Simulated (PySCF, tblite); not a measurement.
# C₅H₂ClF₃O− (doublet): geometry, infrared bands and EPR parameters

Wanted: the infrared bands and EPR parameters of C₅H₂ClF₃O− (doublet) (`FC(F)(F)C1=C(Cl)O[CH][CH-]1`), by calculation.

Programs: tblite 0.8.0 and PySCF 2.14.0, with density-fitted response routines of our own. Each step states its level of theory. These are calculated values for one molecule in the gas phase, unless marked as measured. Atoms are numbered from 0 throughout.

## 1. The molecule as given

12 atoms, charge -1, multiplicity 2; geometry from: force field or distance geometry start.

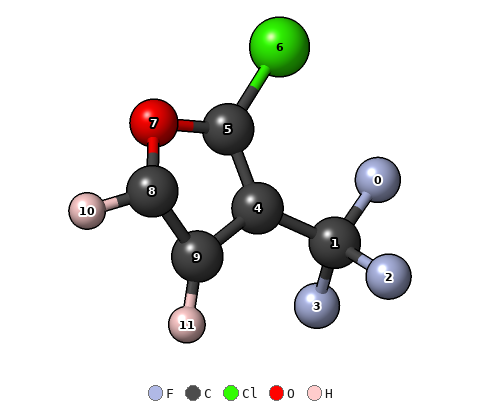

The starting geometry (fluorine light blue, carbon dark grey, chlorine green, oxygen red, hydrogen pink), atoms numbered.

## 2. Optimising the geometry with GFN2-xTB

Job settings and geometry (Å):

```
{"job": {"kind": "relax", "xc": "GFN2-xTB", "basis": "xTB"}, "charge": -1, "multiplicity": 2}
F      2.242100     1.223800     0.358600
C      1.685700    -0.020800     0.084900
F      2.055300    -0.912600     1.104900
F      2.252500    -0.466400    -1.091900
C      0.204800     0.071200     0.004400
C     -0.557000     1.163500     0.129500
Cl     0.092600     2.772700     0.463800
O     -1.888400     0.829600    -0.028000
C     -2.026200    -0.578900     0.252500
C     -0.704100    -1.043700    -0.267300
H     -2.872400    -1.035300    -0.297100
H     -0.483500    -2.003900    -0.740400
```

Launch:

```sh
$ OMP_NUM_THREADS=1 python probes_run.py task.json out
```

One launch serves the whole session: the jobs run in the order shown.

The log of the run:

```text
step      E/eV     max force
  0    -942.94334    3.772
  1    -943.38734    2.206
  2    -943.67429    1.805
  3    -943.80985    1.307
  4    -943.92686    0.663
  5    -944.02118    0.720
  6    -944.11318    0.781
  7    -944.16152    0.665
  8    -944.21223    0.647
  9    -944.24717    0.589
 10    -944.27858    0.574
 11    -944.31174    0.629
 12    -944.34898    0.660
 13    -944.39495    0.678
 14    -944.44399    0.669
 15    -944.49761    0.589
 16    -944.54365    0.771
 17    -944.58690    0.632
 18    -944.63207    0.671
 19    -944.68139    0.580
 20    -944.71107    0.490
 21    -944.72657    0.301
 22    -944.73480    0.284
 23    -944.73920    0.176
 24    -944.74124    0.161
 25    -944.74288    0.143
 26    -944.74526    0.191
 27    -944.74875    0.200
 28    -944.75267    0.175
 29    -944.75583    0.155
 30    -944.75794    0.143
 31    -944.75970    0.170
 32    -944.76168    0.136
 33    -944.76336    0.101
 34    -944.76447    0.075
 35    -944.76524    0.068
 36    -944.76588    0.077
 37    -944.76646    0.069
 38    -944.76692    0.059
 39    -944.76730    0.050
 40    -944.76762    0.046
 41    -944.76785    0.037
 42    -944.76796    0.026
 43    -944.76803    0.022
 44    -944.76811    0.025
 45    -944.76820    0.034
 46    -944.76829    0.026
 47    -944.76835    0.019
 48    -944.76839    0.016
 49    -944.76842    0.016
 50    -944.76844    0.012
 51    -944.76845    0.013
 52    -944.76847    0.014
 53    -944.76849    0.015
 54    -944.76852    0.020
 55    -944.76856    0.021
 56    -944.76860    0.018
 57    -944.76864    0.017
 58    -944.76868    0.016
 59    -944.76871    0.018
 60    -944.76874    0.019
 61    -944.76878    0.021
 62    -944.76885    0.030
 63    -944.76894    0.034
 64    -944.76902    0.023
 65    -944.76906    0.016
 66    -944.76909    0.018
 67    -944.76913    0.021
 68    -944.76922    0.041
 69    -944.76942    0.064
 70    -944.76977    0.083
 71    -944.77016    0.070
 72    -944.77059    0.056
 73    -944.77091    0.073
 74    -944.77092    0.114
 75    -944.77155    0.067
 76    -944.77200    0.073
 77    -944.77248    0.059
 78    -944.77274    0.098
 79    -944.77301    0.041
 80    -944.77316    0.042
 81    -944.77337    0.045
 82    -944.77348    0.037
 83    -944.77358    0.043
 84    -944.77366    0.027
 85    -944.77375    0.028
 86    -944.77382    0.013
 87    -944.77384    0.022
 88    -944.77387    0.015
 89    -944.77389    0.010
 90    -944.77391    0.005
```

It took 0.68 s on 1 thread of Arm Neoverse V1, shared host.

Step by step: (not every step is listed)

```csv
step,energy from step 0 (eV),largest force (eV/Å)
0,0.0000,3.7722
1,-0.4440,2.2064
2,-0.7310,1.8054
3,-0.8665,1.3072
4,-0.9835,0.6629
5,-1.0778,0.7196
6,-1.1698,0.7813
7,-1.2182,0.6652
8,-1.2689,0.6471
15,-1.5543,0.5890
22,-1.7915,0.2837
29,-1.8125,0.1551
36,-1.8225,0.0768
43,-1.8247,0.0218
50,-1.8251,0.0118
57,-1.8253,0.0169
64,-1.8257,0.0234
71,-1.8268,0.0702
78,-1.8294,0.0977
85,-1.8304,0.0275
86,-1.8305,0.0131
87,-1.8305,0.0218
88,-1.8305,0.0153
89,-1.8306,0.0102
90,-1.8306,0.0051
```

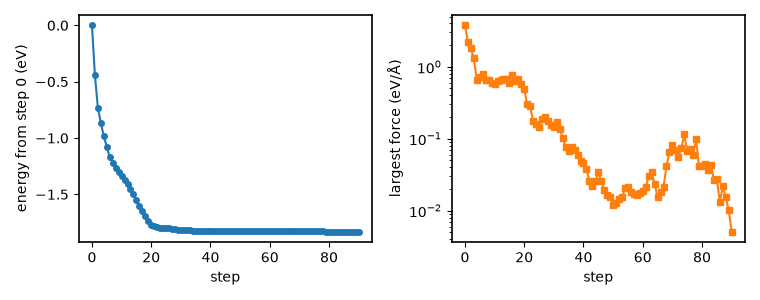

Energy and force, step by step.

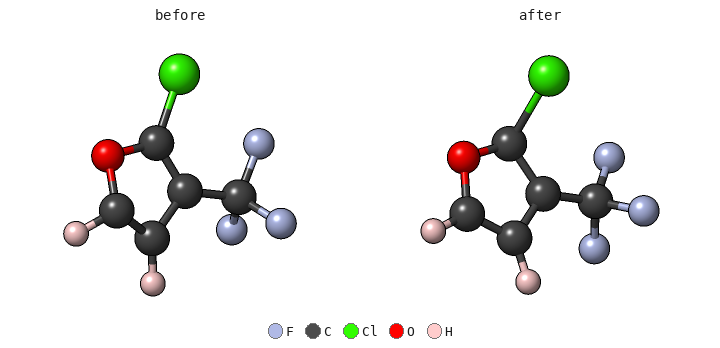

The geometry before (left) and after (right).

Close pairs (by a distance rule), those that changed most:

```csv
bond,before (Å),after (Å),change (Å)
C5–Cl6,1.767,1.998,+0.231
C8–C9,1.495,1.357,-0.138
C4–C5,1.338,1.417,+0.080
O7–C8,1.443,1.365,-0.078
F0–C1,1.391,1.341,-0.049
C4–C9,1.464,1.419,-0.045
C8–H10,1.107,1.073,-0.034
C1–C4,1.486,1.455,-0.031
```

The final coordinates are the input of the step that follows.

## 3. Infrared spectrum with GFN2-xTB

Job settings and geometry (Å):

```
{"job": {"kind": "ir", "xc": "GFN2-xTB", "basis": "xTB"}, "charge": -1, "multiplicity": 2}
F      2.358987     1.108220    -0.208103
C      1.677021    -0.032007    -0.023122
F      2.166581    -0.553824     1.150512
F      2.189817    -0.901983    -0.961379
C      0.228564     0.088809    -0.082449
C     -0.541492     1.277506    -0.136897
Cl    -0.328828     2.515760     1.417047
O     -1.851801     0.902003    -0.217897
C     -1.916709    -0.460952    -0.248245
C     -0.674204    -1.001336    -0.182917
H     -2.892217    -0.899947    -0.333987
H     -0.414521    -2.042935    -0.198590
```

The log of the run:

```text
mode    cm-1     km/mol
  1      18.3      1.07
  2      83.8      1.06
  3     132.6      6.45
  4     156.1     31.05
  5     200.5     37.78
  6     208.8      4.66
  7     368.4     15.16
  8     374.9      8.95
  9     385.4     12.79
 10     489.3      6.85
 11     517.9      3.14
 12     564.1     19.10
 13     620.1     65.58
 14     655.6     14.00
 15     668.9      4.18
 16     810.7      6.03
 17     825.7     27.40
 18     863.4    130.47
 19     881.4    348.03
 20     968.3    253.89
 21    1019.7    131.51
 22    1033.0     47.81
 23    1100.4    116.47
 24    1115.3     84.56
 25    1234.6     28.79
 26    1296.2    102.02
 27    1418.1    216.42
 28    1521.9      3.16
 29    3127.5     34.40
 30    3144.4     91.50
```

It took 0.45 s on 1 thread of Arm Neoverse V1, shared host.

The strongest bands and the atoms that carry them (share of the mass-weighted mode):

```csv
cm⁻¹,km/mol,atoms
863,130.5,"C1 26 %, C9 24 %, F2 13 %, C5 13 %"
881,348.0,"C1 66 %, F3 15 %"
968,253.9,"C1 41 %, C5 30 %"
1020,131.5,"H11 26 %, O7 20 %, C1 18 %, C5 16 %"
1100,116.5,"H10 39 %, C1 24 %, H11 11 %"
1296,102.0,"C4 56 %, C9 21 %, C5 17 %"
1418,216.4,"C4 61 %, C9 12 %, C1 11 %"
3144,91.5,"H11 53 %, H10 38 %"
```

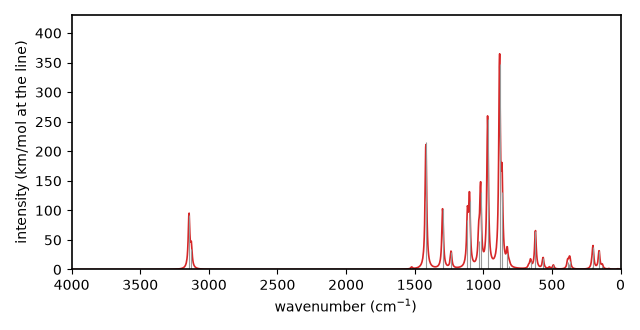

The infrared spectrum from these modes, unscaled. Lines are broadened to a width of 14 cm⁻¹ (Lorentzian).

## 4. g tensor and hyperfine couplings: B3LYP/pcH-1

Same as in step 3 but for these lines:

```diff
@@ -1,2 +1,2 @@
-{"job": {"kind": "ir", "xc": "GFN2-xTB", "basis": "xTB"}, "charge": -1, "multiplicity": 2}
+{"job": {"kind": "epr", "basis": "pcH-1"}, "charge": -1, "multiplicity": 2}
 F      2.358987     1.108220    -0.208103
```

With the program's defaults for keys left out, this is: UKS B3LYP, pcH-1 on C Cl F H O, non-relativistic, mean-field spin-orbit, GIAO.

The log of the run:

```text
UKS, coarse grid
  cycle   1  E = -1026.48792288  |g| = 7.66e-01
  cycle   2  E = -1026.24716537  |g| = 1.20e+00
  cycle   3  E = -1026.68517850  |g| = 1.33e-01
  cycle   4  E = -1026.68964335  |g| = 9.62e-02
  cycle   5  E = -1026.69365942  |g| = 1.97e-02
  cycle   6  E = -1026.69383748  |g| = 6.04e-03
  cycle   7  E = -1026.69386397  |g| = 2.58e-03
  cycle   8  E = -1026.69386837  |g| = 1.13e-03
  cycle   9  E = -1026.69387010  |g| = 5.09e-04
UKS, final grid
  cycle   1  E = -1026.69379166  |g| = 7.67e-04
  cycle   2  E = -1026.69379125  |g| = 1.27e-03
  cycle   3  E = -1026.69379192  |g| = 1.24e-04
  cycle   4  E = -1026.69379193  |g| = 4.47e-05
  cycle   5  E = -1026.69379193  |g| = 4.38e-05
  cycle   6  E = -1026.69379193  |g| = 9.29e-06
E = -1026.69379193 Eh   <S^2> = 0.7547 (exact 0.7500)
g shifts (ppm)      1          2          3
  rmc          -255       -255       -255
  gc              4         15        -12
  oz_so        -439       3281       5970
  total        -691       3040       5703
hyperfine (MHz)  atom isotope    a_iso     a_fc   dipolar eigenvalues
    0   19F       0.18       0.24     -6.68     -1.12      7.80
    1   13C      -6.33      -6.34     -2.12     -0.95      3.07
    2   19F      65.38      65.34    -15.59    -14.38     29.96
    3   19F      29.47      29.50    -12.41    -12.18     24.59
    4   13C      34.52      34.45    -15.58    -13.76     29.34
    5   13C     635.13     635.17    -46.07    -36.99     83.05
    6  35Cl     145.06     144.01    -46.91    -46.07     92.98
    7   17O     -54.10     -54.03    -26.83     13.29     13.53
    8   13C      37.05      37.01    -10.09     -7.83     17.92
    9   13C       0.87       0.86     -7.66      2.66      5.00
   10    1H      -4.66      -4.68     -5.52     -1.33      6.85
   11    1H       4.76       4.76     -2.46      0.32      2.13
```

It took 2.2 min on 1 thread of Arm Neoverse V1, shared host; peak memory 0.97 GiB.

Principal g values 2.00163, 2.00536, 2.00802; g(iso) = 2.00500, against 2.00232 for a free electron.

Mean a(iso) over the nuclei that a row names, and the largest dipolar term of the row (other rows stand at the frozen geometry):

```csv
nuclei,isotope,a(iso) (MHz),"a(iso) (G, at g = 2.0023)",largest dipolar term (MHz)
C5,13C,635.1,226.6,83.1
Cl6,35Cl,145.1,51.8,93.0
O7,17O,-54.1,-19.3,-26.8
C8,13C,37.0,13.2,17.9
C4,13C,34.5,12.3,29.3
"F0, F2, F3",19F,31.7,11.3,30.0
C1,13C,-6.3,-2.3,3.1
H11,1H,4.8,1.7,-2.5
H10,1H,-4.7,-1.7,6.8
C9,13C,0.9,0.3,-7.7
```

Mulliken spin populations:

```csv
atom,value (e)
F0,0.00
C1,0.01
F2,0.00
F3,0.00
C4,0.12
C5,0.51
Cl6,0.23
O7,0.04
C8,0.11
C9,-0.04
H10,0.00
H11,0.00
```

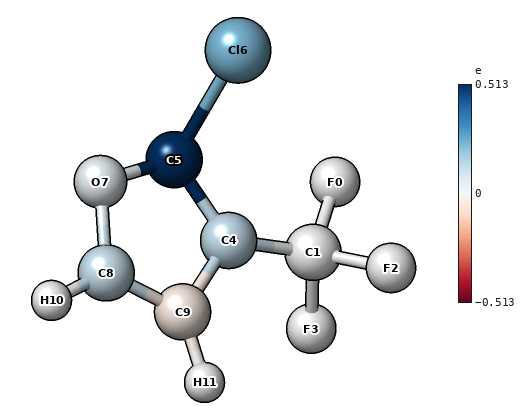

Mulliken spin populations, as colours on the atoms.

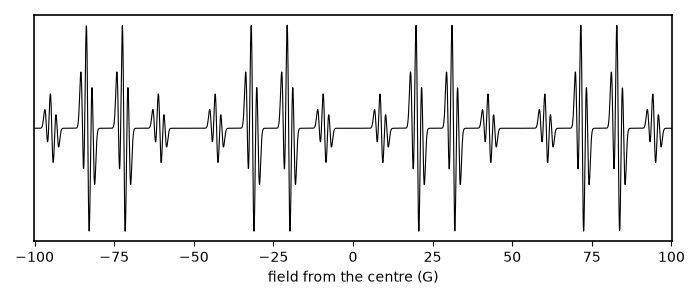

First-order isotropic spectrum (first derivative, main isotopes with spin only, couplings over 0.8 MHz, Gaussian width 0.5 G; couplings of the frozen geometry, rotation of groups not averaged beyond the rows shown).

Orbitals, density, ELF and potential are computed afterwards from the orbital file.

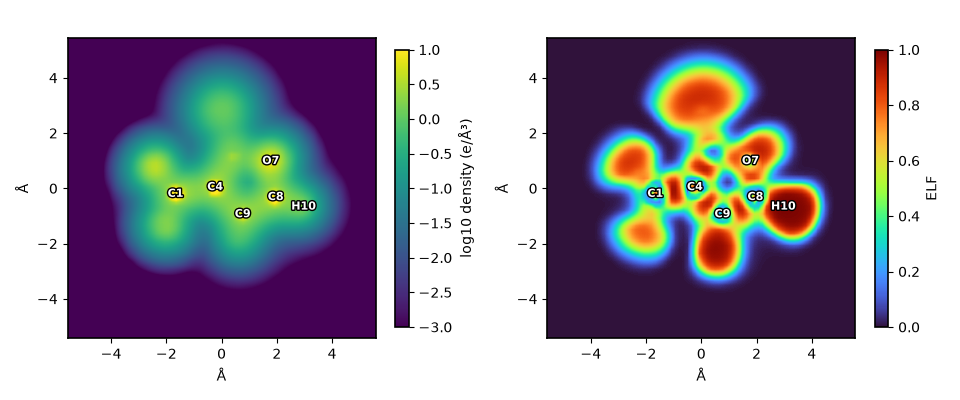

Density (left) and ELF (right) in a plane through or near 6 of the atoms.

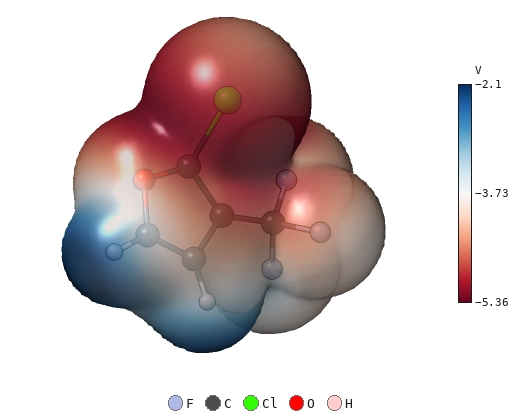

Electrostatic potential on the surface of density 0.002 e/bohr³; red is low, blue high. It runs from -5.36 V near C5 to -2.10 V near H10.

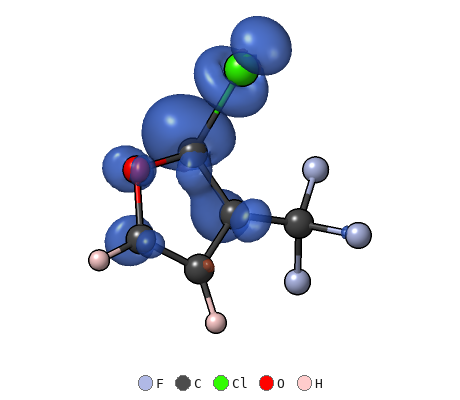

Spin density at ±0.04 e/Å³ (alpha excess blue, beta excess red).

## 5. What came out

```
                                 quantity                 value
strongest single infrared mode (GFN2-xTB)  881 cm⁻¹, 348 km/mol
             zero-point energy (GFN2-xTB)         36.9 kcal/mol
                           g(iso) (B3LYP)               2.00500
                                     ⟨S²⟩    0.755 (exact 0.75)
       largest a(iso) (averaged by class)  13C on C5, 635.1 MHz
```

In words: The optimisation took 90 steps and gained 1.831 eV; among the close pairs (by a distance rule), C5–Cl6 changed most, from 1.767 to 1.998 Å. No mode is imaginary among the 30: a minimum at this level. The strongest single mode, at 881 cm⁻¹, moves mainly C1. Unscaled tight-binding wavenumbers are off by several per cent, some by more. Its intensities can rank the bands wrongly. The largest share of the spin, 0.51 e, sits on C5. The isotropic g lies 2.7 ppt above the free-electron value. The records flag this anion as possibly unbound in the gas phase, so the basis may hold the extra electron. The conformer search found further structures of the same energy, which may be mirror or relabelled copies of this one.
